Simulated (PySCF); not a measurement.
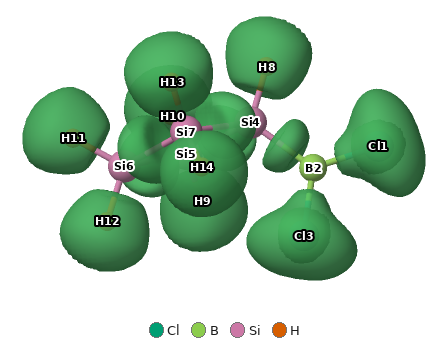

Figure. BCl2H7Si4 (SMILES ClB(Cl)[SiH]1[SiH2][SiH2][SiH2]1). Isosurface of the electron localisation function at 0.75 (green), seen from one side. Only the valence region is drawn (cores and ρ < 0.01 e/Å³ removed).

Geometry: GFN2-xTB.

These are results of wB97X-D/def2-SVPD, SCF density, gas phase in PySCF, not measurements.

| atom | x (Å) | y (Å) | z (Å) |
| --- | --- | --- | --- |
| Cl | -4.2309 | 0.1385 | -0.1704 |
| B | -2.5662 | 0.5772 | -0.0252 |
| Cl | -2.2353 | 2.2636 | 0.2665 |
| Si | -1.0676 | -0.6567 | -0.1631 |
| Si | 0.6445 | 0.0241 | -1.6675 |
| Si | 2.1608 | 0.2442 | 0.1248 |
| Si | 0.5013 | -0.5152 | 1.6190 |
| H | -1.5376 | -2.0325 | -0.4087 |
| H | 0.3632 | 1.2367 | -2.4458 |
| H | 0.9886 | -0.9557 | -2.7045 |
| H | 3.4038 | -0.5363 | 0.0520 |
| H | 2.6653 | 1.6024 | 0.3693 |
| H | 0.7711 | -1.7795 | 2.3143 |
| H | 0.1383 | 0.3887 | 2.7176 |

### What do the ELF domains correspond to?

The surface consists of one region between bonded B–Si atoms (shared pairs), four regions between bonded Si–Si atoms (shared pairs), seven regions around hydrogen nuclei and two regions on Cl in which the atom's valence shell and bonds are merged. Profiles from the grid: B–Cl (1.73 Å): the ELF peaks at about 0.90 between the atoms, as expected for a polar covalent bond. Si–B (1.95 Å): the ELF peaks at about 1 between the atoms: a shared electron pair.
